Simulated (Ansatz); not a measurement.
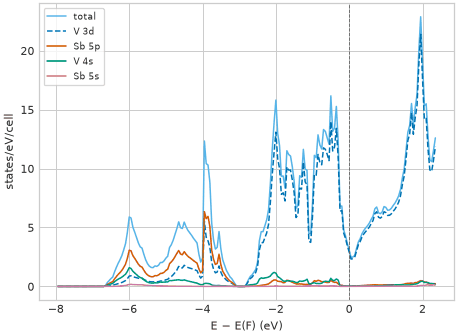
Figure. Total and projected density of states of V3Sb (A15 (Cr3Si type), Pm-3n), r²SCAN (plane waves, PAW; program Ansatz)

**Question.** Which orbitals carry the states next to the Fermi level?

**Answer.** Within 0.5 eV of the Fermi level: V 3d 91 %. Projections are on Löwdin-orthogonalised atomic valence shells; empty p or d shells of many metals are not among them.

**Question.** Where is the tallest occupied peak in this window, and what makes it?

**Answer.** Near -0.5 eV, about 16 states/eV per cell; the largest projected share is V 3d.

The workflow started from an entry of the Crystallography Open Database (COD). Its standing as an ambient phase is unchecked. Symmetry was held in the r²SCAN relaxation; whether a distortion lowers the energy is not shown. The workflow began spin-polarised and lost its moments. Spin–orbit coupling is left out wherever it is not named.

Potentials: the later of the program's two PAW sets.
